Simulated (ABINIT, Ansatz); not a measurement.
# BiOCl (P4/nmm): bands and cutoff in G0W0 with ABINIT, part 2 of 2

Aim: raise bands and screening cutoff together for BiOCl (P4/nmm) and follow gap and time.

ABINIT 10.8.3; PBEsol and many-body steps on it, plane waves. Known limits of the many-body steps: not at the basis limit; no spin-orbit coupling; coarse k mesh.

So far. Step 3 (Screening, 4×4×2 mesh, 72 bands, screening to 76.2 eV): Local fields lower ε∞ by 11 %. On a Γ-centred mesh this coarse the value itself is usually too large, while a short band sum pulls it down. Step 4 (72 bands, 76.2 eV): The gap on the mesh goes from 2.62 eV to 3.78 eV, a correction of +1.16 eV.

**6. 155 bands, 141.5 eV**

This step: G0W0 on PBEsol, plane waves, norm-conserving pseudopotentials.

run.abi reads:

```
acell 3*1.0 Angstrom
rprim 
  3.885510000000 0.000000000000 0.000000000000
  0.000000000000 3.885510000000 0.000000000000
  0.000000000000 0.000000000000 7.348900000000
ntypat 3
znucl 83 17 8
natom 6
typat 1 1 2 2 3 3
xred 
  0.500000000000 0.000000000000 0.329040000000
  0.000000000000 0.500000000000 0.670960000000
  0.000000000000 0.500000000000 0.147200000000
  0.500000000000 0.000000000000 0.852800000000
  0.000000000000 0.000000000000 0.500000000000
  0.500000000000 0.500000000000 0.500000000000
pp_dirpath "pseudos"
pseudos "Bi.upf, Cl.upf, O.upf"
ecut 42
ngkpt 4 4 2
nshiftk 1
shiftk 0 0 0
kptopt 1
chksymbreak 0
istwfk *1
occopt 1
irdwfk 1
optdriver 4
nband 155
gwcalctyp 0
ecutsigx 42
symsigma 1
nkptgw 3
kptgw 
  0.5000000000 0.0000000000 0.5000000000
  0.0000000000 0.0000000000 0.5000000000
  0.0000000000 0.0000000000 0.0000000000
bdgw 
  35 38
  35 38
  35 38
ecuteps 5.2
irdscr 1
ppmodel 1
indata_prefix "in"
outdata_prefix "out"
tmpdata_prefix "tmp"
```

Launch:

```bash
OMP_NUM_THREADS=1 mpirun -n 4 abinit run.abi > log
```

Numbers of over 12 decimals in the logs are rounded to 6 here.

Log:

```text
.Version 10.8.3 of ABINIT. v10.8.2 released Aug 2026.

 Symmetries : space group P4/n m m (#129); Bravais tP (primitive tetrag.)
[... echo of the input left out ...]
== DATASET  1 ==================================================================
-   mpi_nproc: 4, omp_nthreads: 1 (-1 if OMP is not activated)

--- !DatasetInfo
iteration_state: {dtset: 1, }
dimensions: {natom: 6, nkpt: 12, mband: 155, nsppol: 1, nspinor: 1, nspden: 1, mpw: 9764, }
cutoff_energies: {ecut:  42.0, pawecutdg:  -1.0, }
electrons: {nelect:   7.20000000E+01, charge:   0.00000000E+00, occopt:   1.00000000E+00, tsmear:   1.00000000E-02, }

 SIGMA: Calculation of the GW corrections

 Based on a program developped by R.W. Godby, V. Olevano, G. Onida, and L. Reining.
 Incorporated in ABINIT by V. Olevano, G.-M. Rignanese, and M. Torrent.
.Using double precision arithmetic ; gwpc =  8

[... cell and pseudopotentials left out ...]
--------------------------------------------------------------------------------

 ==== K-mesh for the wavefunctions ====
 Number of points in the irreducible wedge :    12
[... list of points left out ...]
 Together with 16 symmetry operations and time-reversal symmetry
 yields    32 points in the full Brillouin Zone.

 ==== Q-mesh for screening function ====
 Number of points in the irreducible wedge :    12
[... list of points left out ...]
 Together with 16 symmetry operations and time-reversal symmetry
 yields    32 points in the full Brillouin Zone.

 vcoul_init : cutoff-mode = AUXILIARY_FUNCTION
 q-points for optical limit:   1
     1)      0.000010    0.000020    0.000030
 setmesh: FFT mesh size selected  =    48x   48x   90
          total number of points  =       207360

 Number of electrons calculated from density =   72.0000; Expected =   72.0000
[...]
number of plane-waves for wavefunctions          9725
 number of bands                                   155
 number of q-points in IBZ                          12
 number of frequencies                               2
 number of real frequencies                          1
 number of imag frequencies                          1

 matrix elements of self-energy operator (all in [eV])

 Perturbative Calculation

--- !SelfEnergy_ee
iteration_state: {dtset: 1, }
kpoint     : [   0.500,    0.000,    0.500, ]
spin       : 1
KS_gap     :    4.426
QP_gap     :    5.740
Delta_QP_KS:    1.315
data: !SigmaeeData |
     Band     E0 <VxcDFT>   SigX SigC(E0)      Z dSigC/dE  Sig(E)    E-E0       E
       35   5.725 -16.351 -19.782   2.915   0.793  -0.260 -16.760  -0.409   5.316
       36   5.725 -16.351 -19.782   2.915   0.793  -0.260 -16.760  -0.409   5.316
       37  10.150 -13.502  -9.296  -3.106   0.823  -0.216 -12.597   0.905  11.056
[...]
--- !SelfEnergy_ee
iteration_state: {dtset: 1, }
kpoint     : [   0.000,    0.000,    0.500, ]
spin       : 1
KS_gap     :    2.927
QP_gap     :    4.494
Delta_QP_KS:    1.567
data: !SigmaeeData |
     Band     E0 <VxcDFT>   SigX SigC(E0)      Z dSigC/dE  Sig(E)    E-E0       E
[...]
--- !SelfEnergy_ee
iteration_state: {dtset: 1, }
kpoint     : [   0.000,    0.000,    0.000, ]
spin       : 1
KS_gap     :    3.823
QP_gap     :    4.893
Delta_QP_KS:    1.070
data: !SigmaeeData |
     Band     E0 <VxcDFT>   SigX SigC(E0)      Z dSigC/dE  Sig(E)    E-E0       E
[...]
37   8.851 -13.262  -9.141  -3.133   0.831  -0.204 -12.441   0.821   9.672
       38   9.553 -13.220  -9.111  -3.094   0.828  -0.208 -12.380   0.840  10.393

== END DATASET(S) ==============================================================
================================================================================

 -outvars: echo values of variables after computation  --------
           etotal      0.0000000000E+00
            nband         155
             nkpt          12
          spgroup         129
 [... the other variables as echoed above ...]

 Calculation completed.
```

Wall time 45 s (4 MPI ranks of AMD EPYC 9R45, shared host); peak memory 2.9 GiB.

This step gave:

* G0W0 gap on the points computed: 3.773 eV
* starting gap on the mesh: 2.623 eV
* k of the valence top: 0.5, 0, 0.5
* k of the conduction bottom: 0, 0, 0.5
* Z at the valence top: 0.793
* Z at the conduction bottom: 0.834
* least direct G0W0 gap on the computed points: 3.784 eV

Against G0W0 in ABINIT (4×4×2 mesh, 72 bands, screening to 76.2 eV, Godby-Needs plasmon pole), the gap moves by −0.006 eV.

**7. Screening, 4×4×2 mesh, 328 bands, screening to 217.7 eV**

This step: RPA screening on PBEsol, plane waves, norm-conserving pseudopotentials.

run.abi: that of step 6 with these lines changed.

```diff
@@ -27,19 +27,8 @@
 irdwfk 1
-optdriver 4
-nband 155
-gwcalctyp 0
-ecutsigx 42
-symsigma 1
-nkptgw 3
-kptgw 
-  0.5000000000 0.0000000000 0.5000000000
-  0.0000000000 0.0000000000 0.5000000000
-  0.0000000000 0.0000000000 0.0000000000
-bdgw 
-  35 38
-  35 38
-  35 38
-ecuteps 5.2
-irdscr 1
-ppmodel 1
+optdriver 3
+nband 328
+ecuteps 8
+inclvkb 2
+awtr 1
+symchi 1
 indata_prefix "in"
```

Log:

```text
.Version 10.8.3 of ABINIT. v10.8.2 released Aug 2026.

 Symmetries : space group P4/n m m (#129); Bravais tP (primitive tetrag.)
[... echo of the input left out ...]
== DATASET  1 ==================================================================
-   mpi_nproc: 4, omp_nthreads: 1 (-1 if OMP is not activated)

--- !DatasetInfo
iteration_state: {dtset: 1, }
dimensions: {natom: 6, nkpt: 12, mband: 328, nsppol: 1, nspinor: 1, nspden: 1, mpw: 9764, }
cutoff_energies: {ecut:  42.0, pawecutdg:  -1.0, }
[...]
--------------------------------------------------------------------------------
[... chi0 elements left out ...]
 For q-point:  0.000010 0.000020 0.000030
  dielectric constant =   6.0123
  dielectric constant without local fields =   6.9146

  Average fulfillment of the sum rule on Im[epsilon] for q-point    1 :     80.00  [%]
[... wings left out ...]
  q-point number  2        q = ( 0.250000, 0.000000, 0.000000) [r.l.u.]
--------------------------------------------------------------------------------
[... chi0 elements left out ...]
  Average fulfillment of the sum rule on Im[epsilon] for q-point    2 :     84.98  [%]

 [... 10 further q-points ...]
```

Wall time 29 min (4 MPI ranks); peak memory 6.3 GiB; 1.9 h of CPU time.

This step gave:

| Item | Value |
| --- | --- |
| ε∞ with local fields, on this mesh, along the program's q direction | 6.012 |
| the same without local fields | 6.915 |
| plasma frequency | 29.91 eV |
| plane waves in the screening matrix | 813 |

**8. 328 bands, 217.7 eV**

This step: G0W0 on PBEsol, plane waves, norm-conserving pseudopotentials.

run.abi: that of step 7 with these lines changed.

```diff
@@ -27,8 +27,19 @@
 irdwfk 1
-optdriver 3
+optdriver 4
 nband 328
+gwcalctyp 0
+ecutsigx 42
+symsigma 1
+nkptgw 3
+kptgw 
+  0.5000000000 0.0000000000 0.5000000000
+  0.0000000000 0.0000000000 0.5000000000
+  0.0000000000 0.0000000000 0.0000000000
+bdgw 
+  35 38
+  35 38
+  35 38
 ecuteps 8
-inclvkb 2
-awtr 1
-symchi 1
+irdscr 1
+ppmodel 1
 indata_prefix "in"
```

Log:

```text
.Version 10.8.3 of ABINIT. v10.8.2 released Aug 2026.

 Symmetries : space group P4/n m m (#129); Bravais tP (primitive tetrag.)
[... echo of the input left out ...]
== DATASET  1 ==================================================================
-   mpi_nproc: 4, omp_nthreads: 1 (-1 if OMP is not activated)

--- !DatasetInfo
iteration_state: {dtset: 1, }
dimensions: {natom: 6, nkpt: 12, mband: 328, nsppol: 1, nspinor: 1, nspden: 1, mpw: 9764, }
cutoff_energies: {ecut:  42.0, pawecutdg:  -1.0, }
[...]
Band     E0 <VxcDFT>   SigX SigC(E0)      Z dSigC/dE  Sig(E)    E-E0       E
[...]
37   8.851 -13.262  -9.141  -3.493   0.828  -0.208 -12.743   0.519   9.370
       38   9.553 -13.220  -9.111  -3.490   0.825  -0.211 -12.709   0.511  10.064

== END DATASET(S) ==============================================================
================================================================================

 -outvars: echo values of variables after computation  --------
           etotal      0.0000000000E+00
            nband         328
             nkpt          12
          spgroup         129
 [... the other variables as echoed above ...]

 Calculation completed.
```

Run time: 5.5 min. Hardware: 4 MPI ranks; peak memory 6.7 GiB; 22 min of CPU time.

This step gave:

| Quantity | Value |
| --- | --- |
| G0W0 gap on the points computed | 3.812 eV |
| starting gap on the mesh | 2.623 eV |
| k of the valence top | 0, 0, 0.5 |
| k of the conduction bottom | 0, 0, 0.5 |
| least direct G0W0 gap on the computed points | 3.812 eV |

Against G0W0 in ABINIT (4×4×2 mesh, 155 bands, screening to 141.5 eV, Godby-Needs plasmon pole), the gap moves by +0.039 eV.

**9. Side by side**

Times are wall times on 4 MPI ranks of AMD EPYC 9R45, shared host, good to a factor of about two. A run's time includes the screening step that it read.

| run | mesh | bands | screening cutoff (eV) | DFT gap (eV) | gap on the mesh (eV) | direct (eV) | ε∞ used | time |
| --- | --- | --- | --- | --- | --- | --- | --- | --- |
| 72 bands, 76.2 eV | 4×4×2 | 72 | 76.2 | 2.623 | 3.779 | 3.932 | 6.04 | 59 s |
| 155 bands, 141.5 eV | 4×4×2 | 155 | 141.5 | 2.623 | 3.773 | 3.784 | 6.03 | 3.6 min |
| 328 bands, 217.7 eV | 4×4×2 | 328 | 217.7 | 2.623 | 3.812 | 3.812 | 6.01 | 34 min |

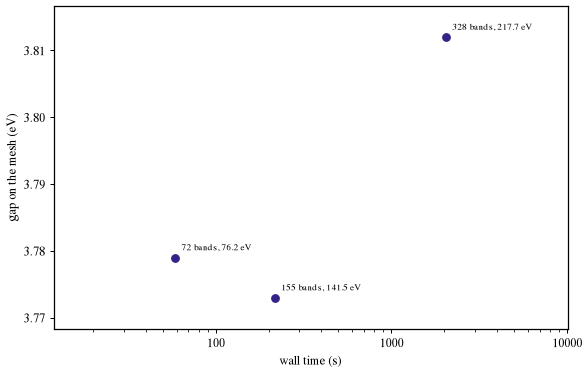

Result against wall time.

**10. What came out**

| Quantity | Value |
| --- | --- |
| 72 bands, 76.2 eV | 3.779 eV |
| 155 bands, 141.5 eV | 3.773 eV |
| 328 bands, 217.7 eV | 3.812 eV |
| known limits | not at the basis limit; no spin-orbit coupling; coarse k mesh |

From the first rung to the last the gap moves by +0.03 eV for 35 times the time. The gap turns back along the series, so no limit is drawn from it. In the G0W0 runs levels were corrected at 3 k points alone, so a gap called «on the mesh» is the least over those, and an edge elsewhere would be missed. A denser mesh or path gives a starting gap of 2.55 eV: the GW mesh misses a band edge, so its gaps are not the fundamental one. The 4×4×2 mesh is coarse for this cell, which bears on the long-range parts of exchange and screening. Where an edge is built on 6p states of lead, bismuth or thallium, scalar-relativistic gaps usually stand too wide, by a few tenths to over one eV. The many-body steps are scalar-relativistic: spin-orbit coupling is not in them.

[Paths, hosts, dates, memory and timing lines, banners, echoed tables and standing remarks are left out of the program output.]

[Logs are printed without paths, hosts, clocks, repeated set-up lines and the standing remarks that a program may print on its own settings, such as how far it seeks lower states.]

[Runs of the session that timed out or met a known fault of the program may be left out.]

[Hosts, paths, dates, database ids (printed as entryN), source tags and the programs' standing remarks are cut or masked in the printed files.]

[G0W0 gaps are taken among the corrected bands and points alone; a level outside them can change the order at an edge.]

[Where Ansatz stands beside ABINIT at settings called matched, ABINIT's density can come from a denser mesh and the files from another edition; pairs whose starting gaps differed by over 0.03 eV were left out, so agreement reads better than it is.]
